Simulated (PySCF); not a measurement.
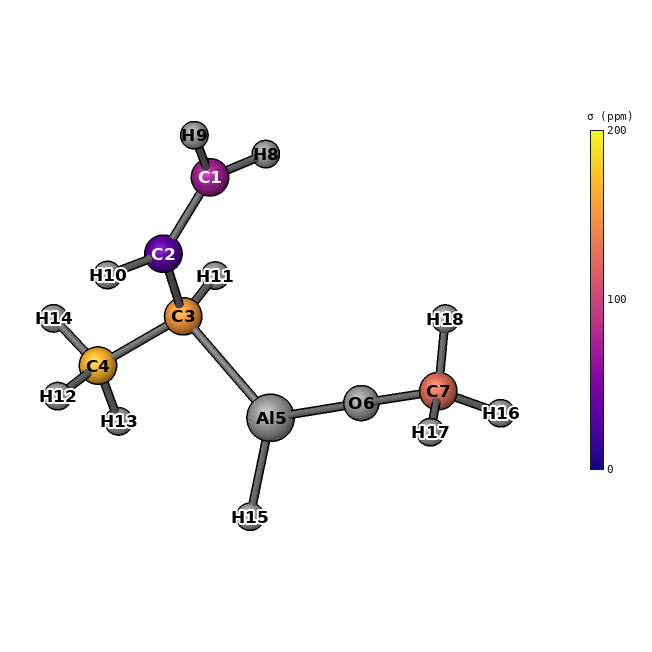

Atoms are coloured by their isotropic NMR shieldings (C only, the others grey). Computed geometry: GFN2-xTB optimisation. No frequency run is at hand to confirm it as a minimum. Method: GIAO PBE0/pcSseg-1 NMR shielding, non-relativistic, gas phase (PySCF 2.14.0).

**Which C atom is the most shielded (lowest chemical shift)?**

C4 (168.9 ppm).

**Which C atom is the least shielded (highest chemical shift)?**

C2 (34.9 ppm).

**How wide is the range of C shifts?**

134.0 ppm.

Give the isotropic NMR shieldings of the C atoms atom by atom.

| atom | σ (ppm) |
| --- | --- |
| C1 | 73.6 |
| C2 | 34.9 |
| C3 | 153.8 |
| C4 | 168.9 |
| C7 | 128.9 |

The geometry is semi-empirical. Around Al such bond lengths and angles can be off by a tenth of an ångström or more and by several degrees, and values that hang on the shape move with them.
